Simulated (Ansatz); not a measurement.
The calculation's input:

```
crystal:
  lattice:
    - [0.0, 3.4811053016, 3.4811053016]
    - [3.4811053016, 0.0, 3.4811053016]
    - [3.4811053016, 3.4811053016, 0.0]
  atoms:
    - { symbol: Al, position: [0.25, 0.25, 0.25] }
    - { symbol: Al, position: [0.75, 0.75, 0.75] }
    - { symbol: Cl, position: [0.5, 0.5, 0.5] }
basis:
  ecutwfc: 420
kpoints:
  mp_grid: { grid: [12, 12, 12] }
hamiltonian:
  xc: pbe
scf:
  occupations: { method: gaussian, width: 0.1 }
output:
  forces: true
  stress: true
  eigenvalues: true
  write_density: true
  write_potential: true
  elf: true
  volumetric_format: npy
relax:
  adjacent_minimum: "off"
  f_tol: 0.01
  max_steps: 80
  cell: { stress_tol: 0.05 }
```

Launched as:

```sh
ansatz run input.yaml --threads 1 --pin off --max-ram 2048MiB --backend cpu --events-out ev --progress --plain --runs-dir out
```

Below, planes, directions and counts refer to the conventional cell (a = 6.96 Å, b = 6.96 Å, c = 6.96 Å, α = 90.00°, β = 90.00°, γ = 90.00°).

The fields are those of the relaxed geometry.

Space group Fm-3m; a structure generated by program, which may or may not match a known phase; computed without spin polarisation.

The calculation used DFT PBE, scalar-relativistic, plane waves, PAW (Ansatz).

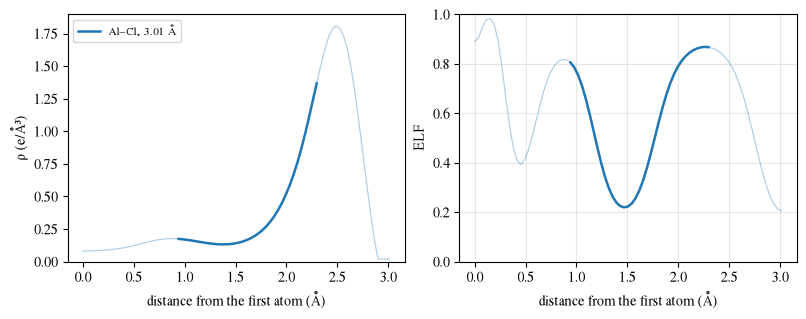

Al2Cl. Valence pseudo-density and ELF along straight lines between neighbouring atoms. Thin, pale parts lie inside the atomic spheres.

The density is the valence pseudo-density of a PAW calculation; it isn't the true density close to the nuclei.

Question: What can be read from the curves?

Answer: Al–Cl (3.01 Å): ρ is about 0.14 e/Å³ halfway; the ELF is about 0.20 at the midpoint: no localised pair shows between them.
